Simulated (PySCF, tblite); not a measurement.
**C₄H₉ClSSi: geometry, infrared bands and NMR shifts**

Aim: predict the infrared bands and NMR shifts of C₄H₉ClSSi (`CS[Si@@H](Cl)C1CC1`).

Computed with tblite 0.8.0 and PySCF 2.14.0, with density-fitted response routines of our own, on a single molecule in the gas phase. Atoms are numbered from 0 throughout.

## 1. The molecule as given

16 atoms, charge 0, multiplicity 1; geometry from: force field or distance geometry start.

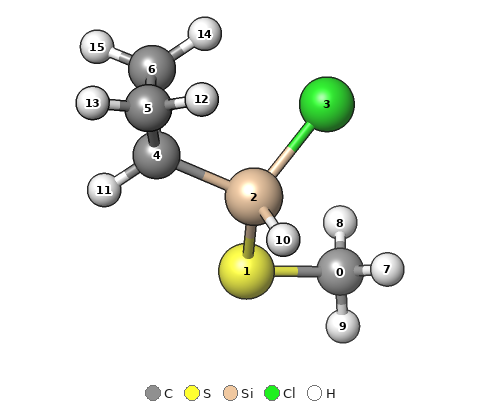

The starting geometry (carbon grey, sulfur yellow, silicon light orange, chlorine green, hydrogen white), atoms numbered; sticks join atoms by distance.

## 2. Relaxing the molecule with GFN2-xTB

Job settings and geometry (Å):

```
{"job": {"kind": "relax", "xc": "GFN2-xTB", "basis": "xTB"}, "charge": 0, "multiplicity": 1}
C      3.450300    -0.205700     0.353900
S      2.025300     0.028800    -0.772200
Si     0.246800    -0.644200     0.218500
Cl     0.423400    -0.203100     2.255000
C     -1.273200     0.257500    -0.430200
C     -2.635100    -0.177700     0.039200
C     -1.984300     1.079400     0.601600
H      3.332100    -1.131500     0.928800
H      3.517400     0.694200     0.983900
H      4.349500    -0.267800    -0.286700
H      0.069200    -2.079800     0.005900
H     -1.239000     0.637300    -1.483400
H     -2.666100    -1.018200     0.771400
H     -3.524700    -0.000000    -0.568500
H     -1.713800     1.007400     1.673700
H     -2.385300     2.032400     0.232600
```

The run is started by

```sh
OMP_NUM_THREADS=1 python probes_run.py task.json out
```

The driver reads the jobs from task.json and runs them one after another.

What it wrote:

```text
step      E/eV     max force
  0    -617.73187    1.178
  1    -617.83954    0.849
  2    -617.91359    0.633
  3    -617.93341    0.398
  4    -617.96355    0.429
  5    -617.98251    0.360
  6    -617.99774    0.262
  7    -618.00664    0.195
  8    -618.01517    0.257
  9    -618.02229    0.232
 10    -618.02825    0.172
 11    -618.03362    0.186
 12    -618.03984    0.210
 13    -618.04655    0.189
 14    -618.05140    0.140
 15    -618.05405    0.115
 16    -618.05614    0.116
 17    -618.05839    0.117
 18    -618.06039    0.106
 19    -618.06171    0.072
 20    -618.06260    0.081
 21    -618.06342    0.085
 22    -618.06413    0.064
 23    -618.06453    0.034
 24    -618.06471    0.030
 25    -618.06487    0.037
 26    -618.06512    0.047
 27    -618.06545    0.042
 28    -618.06576    0.043
 29    -618.06598    0.041
 30    -618.06617    0.038
 31    -618.06640    0.041
 32    -618.06671    0.051
 33    -618.06708    0.044
 34    -618.06747    0.052
 35    -618.06795    0.054
 36    -618.06871    0.084
 37    -618.07000    0.124
 38    -618.07169    0.134
 39    -618.07327    0.111
 40    -618.07461    0.098
 41    -618.07577    0.088
 42    -618.07683    0.136
 43    -618.07839    0.172
 44    -618.08016    0.133
 45    -618.08222    0.096
 46    -618.08268    0.066
 47    -618.08393    0.074
 48    -618.08509    0.090
 49    -618.08601    0.103
 50    -618.08716    0.100
 51    -618.08829    0.100
 52    -618.08888    0.099
 53    -618.08976    0.054
 54    -618.09022    0.042
 55    -618.09058    0.052
 56    -618.09106    0.052
 57    -618.09145    0.043
 58    -618.09171    0.034
 59    -618.09185    0.032
 60    -618.09197    0.028
 61    -618.09212    0.035
 62    -618.09229    0.035
 63    -618.09247    0.031
 64    -618.09264    0.032
 65    -618.09283    0.034
 66    -618.09303    0.033
 67    -618.09321    0.029
 68    -618.09333    0.023
 69    -618.09341    0.023
 70    -618.09348    0.021
 71    -618.09354    0.020
 72    -618.09361    0.015
 73    -618.09369    0.018
 74    -618.09378    0.027
 75    -618.09386    0.022
 76    -618.09391    0.012
 77    -618.09393    0.011
 78    -618.09396    0.017
 79    -618.09400    0.022
 80    -618.09405    0.023
 81    -618.09412    0.018
 82    -618.09418    0.018
 83    -618.09424    0.019
 84    -618.09431    0.022
 85    -618.09440    0.023
 86    -618.09450    0.020
 87    -618.09459    0.021
 88    -618.09466    0.021
 89    -618.09474    0.026
 90    -618.09485    0.026
 91    -618.09495    0.022
 92    -618.09502    0.023
 93    -618.09507    0.024
 94    -618.09513    0.022
 95    -618.09524    0.027
 96    -618.09537    0.028
 97    -618.09549    0.022
 98    -618.09556    0.018
 99    -618.09561    0.017
100    -618.09566    0.016
101    -618.09570    0.013
102    -618.09573    0.010
```

Run time: 1.5 s. Hardware: 1 thread of Arm Neoverse N1, shared host; peak memory 0.18 GiB.

The steps of the relaxation: (not every step is listed)

```
step  energy from step 0 (eV)  largest force (eV/Å)
   0                   0.0000                1.1776
   1                  -0.1077                0.8488
   2                  -0.1817                0.6325
   3                  -0.2015                0.3976
   4                  -0.2317                0.4291
   5                  -0.2506                0.3597
   6                  -0.2659                0.2616
   7                  -0.2748                0.1951
   8                  -0.2833                0.2570
  16                  -0.3243                0.1158
  24                  -0.3328                0.0301
  32                  -0.3348                0.0514
  40                  -0.3427                0.0976
  48                  -0.3532                0.0902
  56                  -0.3592                0.0517
  64                  -0.3608                0.0319
  72                  -0.3617                0.0149
  80                  -0.3622                0.0233
  88                  -0.3628                0.0213
  96                  -0.3635                0.0283
  97                  -0.3636                0.0220
  98                  -0.3637                0.0180
  99                  -0.3637                0.0170
 100                  -0.3638                0.0164
 101                  -0.3638                0.0132
 102                  -0.3639                0.0096
```

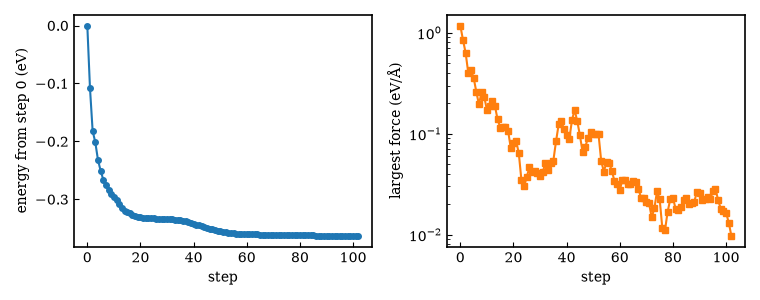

Energy and largest force along the relaxation.

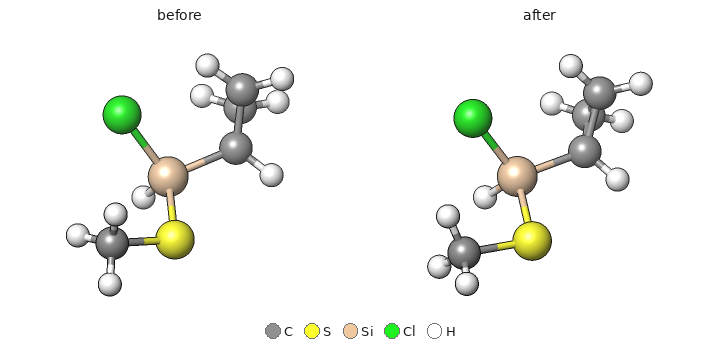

The geometry before (left) and after (right).

Distances of close pairs at the start and the end, largest changes first:

```
   bond  before (Å)  after (Å)  change (Å)
Si2–Cl3       2.091      2.025      -0.066
 C4–H11       1.120      1.083      -0.037
 C5–H12       1.115      1.080      -0.036
  C5–C6       1.523      1.488      -0.035
 C6–H14       1.108      1.079      -0.029
  C0–H9       1.106      1.085      -0.021
 C6–H15       1.098      1.079      -0.018
  C0–H8       1.101      1.085      -0.016
```

The final coordinates are the input of the step that follows.

## 3. Vibrational analysis with GFN2-xTB

Job settings and geometry (Å):

```
{"job": {"kind": "ir", "xc": "GFN2-xTB", "basis": "xTB"}, "charge": 0, "multiplicity": 1}
C      3.366042    -0.372791     0.236446
S      1.981892     0.271861    -0.752366
Si     0.326275    -0.448001     0.412157
Cl     0.576794     0.029861     2.364128
C     -1.209622     0.337203    -0.319163
C     -2.560968    -0.210689     0.054278
C     -2.154064     1.136611     0.538423
H      3.345291    -1.457844     0.230084
H      3.292945     0.004085     1.251287
H      4.277303    -0.015348    -0.230609
H      0.318922    -1.908286     0.342261
H     -1.111774     0.678850    -1.342163
H     -2.600690    -1.018328     0.769572
H     -3.313744    -0.279856    -0.716122
H     -1.922295     1.255729     1.585783
H     -2.619906     2.005888     0.099561
```

What it wrote:

```text
mode    cm-1     km/mol
  1      11.1      0.11
  2      47.1      3.59
  3      87.8      1.29
  4     120.1      4.12
  5     123.2      1.10
  6     159.6      7.52
  7     200.2      1.99
  8     271.2      2.21
  9     313.6     10.76
 10     454.9     42.35
 11     541.4     89.01
 12     637.9    101.63
 13     655.2    277.95
 14     704.1    132.32
 15     728.0      5.94
 16     808.1      5.80
 17     849.0      9.63
 18     948.4      0.02
 19     954.0      0.81
 20     960.0      8.09
 21    1002.8     42.96
 22    1030.1     18.57
 23    1071.0      1.07
 24    1077.0      0.10
 25    1101.9      0.30
 26    1156.8      0.56
 27    1240.9      4.02
 28    1321.6      1.34
 29    1347.9     24.48
 30    1448.1      1.52
 31    1451.6      6.13
 32    1457.6      8.13
 33    1489.9      1.06
 34    2247.6    189.77
 35    3034.5      6.09
 36    3041.5      8.28
 37    3046.3     20.68
 38    3062.7      2.26
 39    3087.3     10.53
 40    3089.4     13.76
 41    3091.3     22.75
 42    3107.7     62.63
```

It took 1.2 s on 1 thread of Arm Neoverse N1, shared host; peak memory 0.18 GiB.

The strongest bands and the atoms that carry them (share of the mass-weighted mode):

```
cm⁻¹  km/mol                                   atoms
 455    42.4             Si2 40 %, Cl3 35 %, S1 13 %
 541    89.0                       Si2 59 %, S1 27 %
 638   101.6                                H10 85 %
 655   277.9                                H10 92 %
 704   132.3                       Si2 41 %, C4 22 %
1003    43.0               C4 31 %, C6 23 %, C5 22 %
2248   189.8                                H10 97 %
3108    62.6  H14 30 %, H15 22 %, H13 21 %, H12 15 %
```

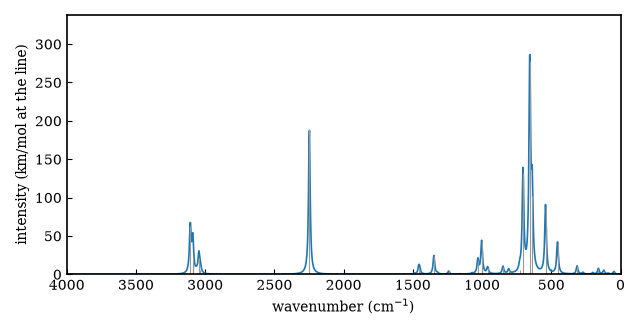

The infrared spectrum from these modes, unscaled. Lines are broadened to a width of 14 cm⁻¹ (Lorentzian).

## 4. Shielding tensors: PBE0/pcSseg-1

The job, as its differences from that of step 3:

```diff
@@ -1,2 +1,2 @@
-{"job": {"kind": "ir", "xc": "GFN2-xTB", "basis": "xTB"}, "charge": 0, "multiplicity": 1}
+{"job": {"kind": "nmr", "xc": "PBE0", "basis": "pcSseg-1"}, "charge": 0, "multiplicity": 1}
 C      3.366042    -0.372791     0.236446
```

Method: GIAO PBE0/pcSseg-1 NMR shielding, non-relativistic, gas phase.

What it wrote:

```text
coarse grid: 14800 points
cycle   1  E = -1305.0223531039  dE =  7.799e-01  |g| = 3.991e-01  |ddm| = 3.618e+00
cycle   2  E = -1305.0148532270  dE =  7.500e-03  |g| = 4.491e-01  |ddm| = 9.027e-01
cycle   3  E = -1305.0664904517  dE = -5.164e-02  |g| = 4.238e-02  |ddm| = 5.022e-01
cycle   4  E = -1305.0669139955  dE = -4.235e-04  |g| = 1.475e-02  |ddm| = 6.619e-02
cycle   5  E = -1305.0669658672  dE = -5.187e-05  |g| = 3.946e-03  |ddm| = 2.176e-02
cycle   6  E = -1305.0669688545  dE = -2.987e-06  |g| = 1.708e-03  |ddm| = 5.008e-03
final grid: 128600 points
cycle   7  E = -1305.1089035243  dE = -3.389e-05  |g| = 9.170e-03  |ddm| = 2.857e-02
cycle   8  E = -1305.1088913802  dE =  1.214e-05  |g| = 1.139e-02  |ddm| = 1.786e-02
cycle   9  E = -1305.1089239758  dE = -3.260e-05  |g| = 5.562e-04  |ddm| = 1.020e-02
cycle  10  E = -1305.1089240273  dE = -5.144e-08  |g| = 1.516e-04  |ddm| = 6.661e-04
cycle  11  E = -1305.1089240320  dE = -4.737e-09  |g| = 6.258e-05  |ddm| = 1.980e-04
cycle  12  E = -1305.1089240330  dE = -1.020e-09  |g| = 1.115e-05  |ddm| = 8.616e-05
cycle  13  E = -1305.1089240331  dE = -3.502e-11  |g| = 3.020e-06  |ddm| = 1.730e-05
converged SCF energy = -1305.1089240331

GIAO shielding tensors (ppm)
atom      isotropic    diamagn.    paramagn.     s11        s22        s33       span
  0 C      173.524     250.552     -77.028    163.483    166.501    190.587     27.104
  1 S      642.612    1060.195    -417.583    571.819    608.598    747.420    175.601
  2 Si     326.456     879.229    -552.773    271.443    337.762    370.162     98.719
  3 Cl     955.642    1150.085    -194.444    868.085    957.021   1041.819    173.734
  4 C      187.243     252.293     -65.050    157.647    173.500    230.583     72.936
  5 C      182.238     253.671     -71.433    156.029    177.690    212.996     56.967
  6 C      182.162     252.144     -69.982    152.398    179.980    214.107     61.708
  7 H       29.681      29.169       0.512     24.259     27.085     37.701     13.442
  8 H       29.462      29.802      -0.340     22.675     30.053     35.658     12.983
  9 H       29.569      28.157       1.412     23.618     26.437     38.653     15.035
 10 H       26.001      29.745      -3.744     22.691     23.678     31.632      8.941
 11 H       31.778      32.607      -0.829     23.474     29.826     42.034     18.560
 12 H       31.400      31.091       0.309     24.845     29.594     39.761     14.916
 13 H       30.927      30.131       0.796     24.831     26.127     41.823     16.992
 14 H       30.917      31.342      -0.425     23.841     30.001     38.909     15.067
 15 H       30.927      30.144       0.783     24.951     26.026     41.805     16.854
```

It took 54 s on 1 thread of Arm Neoverse N1, shared host; peak memory 0.83 GiB.

The references, computed at this level on geometries of the same kind, shield at (ppm): 1H TMS 31.72, 13C TMS 186.9, 29Si TMS 349.2, 33S CS2 504, 35Cl HCl 950. Their shielding less the atom's gives the shift. The references are single molecules in the gas phase. Atoms listed in one row are averaged.

```
     atoms                               environment  σ (ppm)  δ (ppm)  δ scaled to CDCl3
        C0                 methyl carbon bonded to S    173.5     13.4                6.8
        C6                three-membered-ring carbon    182.2      4.8                2.7
        C5                three-membered-ring carbon    182.2      4.7                2.7
        C4                three-membered-ring carbon    187.2     -0.3               -2.2
       H10  hydrogen on a silicon bonded to C, Cl, S    26.00     5.72                  –
H7, H8, H9   hydrogen on a methyl carbon bonded to S    29.57     2.15               2.13
       H14  hydrogen on a three-membered-ring carbon    30.92     0.80               0.86
       H13  hydrogen on a three-membered-ring carbon    30.93     0.79               0.85
       H15  hydrogen on a three-membered-ring carbon    30.93     0.79               0.85
       H12  hydrogen on a three-membered-ring carbon    31.40     0.32               0.40
       H11  hydrogen on a three-membered-ring carbon    31.78    -0.06               0.05
        S1                    sulfur bonded to C, Si      643     -139                  –
       Si2             silicon bonded to C, Cl, S, H    326.5     22.7                  –
       Cl3                     chlorine bonded to Si      956       -6                  –
```

The scaled column applies a straight-line fit of computed shieldings to shifts measured in CDCl3, with any fitted terms for Cl, Br or S neighbours (root-mean-square error 0.16 ppm for H, 1.9 ppm for C).

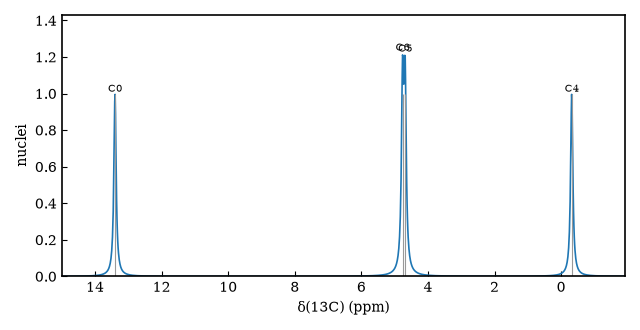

13C lines at the computed shifts, without couplings. Lines are broadened to a width of 0.08 ppm (Lorentzian).

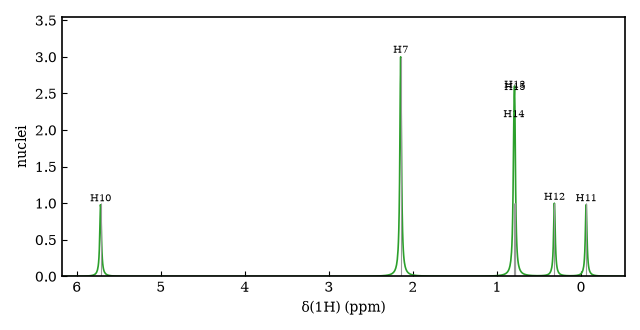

1H lines at the computed shifts, without couplings. Lines are broadened to a width of 0.02 ppm (Lorentzian).

The run also stored atomic charges by several schemes (e):

```
atoms  Mulliken    IAO  Hirshfeld  ESP fit
   C0     -0.40  -0.50      -0.12    -0.25
   S1     -0.30  -0.18      -0.10    -0.25
  Si2      0.83   0.85       0.33     0.22
  Cl3     -0.32  -0.31      -0.10    -0.12
   C4     -0.55  -0.43      -0.14    -0.21
   C5     -0.21  -0.28      -0.08    -0.31
   C6     -0.20  -0.27      -0.08    -0.26
```

IAO charges:

C0 -0.50; S1 -0.18; Si2 0.85; Cl3 -0.31; C4 -0.43; C5 -0.28; C6 -0.27; H7 0.16; H8 0.16; H9 0.17; H10 -0.14; H11 0.17; H12 0.15; H13 0.15; H14 0.15; H15 0.15

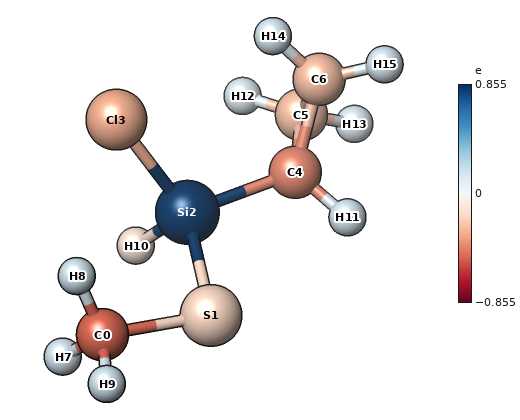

IAO charges, as colours on the atoms.

Mayer bond orders: C0–S1 1.00, S1–Si2 1.02, Si2–Cl3 0.97, Si2–C4 0.88, C4–C5 0.95, C5–C6 0.97, C6–C4 0.96.

Ring of atoms C4, C5, C6: NICS(0) -45.1, NICS(1) -8.8, NICS(1)zz -24.2 ppm (means of both faces).

In rings of three or four atoms NICS is ruled by the nearby σ bonds, so it says little on aromaticity.

## 5. Summary of results

| quantity | value |
| --- | --- |
| strongest single infrared mode (GFN2-xTB) | 655 cm⁻¹, 278 km/mol |
| zero-point energy (GFN2-xTB) | 75.2 kcal/mol |
| 13C shifts against TMS (PBE0/pcSseg-1) | 13.4, 4.8, 4.7, -0.3 ppm |
| 1H shifts against TMS (PBE0/pcSseg-1, means over atoms taken as alike) | 5.72, 2.15, 0.80, 0.79, 0.79, 0.32, -0.06 ppm |
| 33S shifts against CS2 (PBE0/pcSseg-1) | -139 ppm |
| 29Si shifts against TMS (PBE0/pcSseg-1) | 22.7 ppm |
| 35Cl shifts against HCl (PBE0/pcSseg-1) | -6 ppm |

**Reading.** Relaxing lowered the energy by 0.364 eV in 102 steps; the close pair that moved most is Si2–Cl3, from 2.091 to 2.025 Å. All 42 modes are real, so the xTB geometry is a minimum. The strongest single mode, at 655 cm⁻¹, moves mainly H10. Unscaled tight-binding wavenumbers are off by several per cent, some by more. Its intensities can rank the bands wrongly.
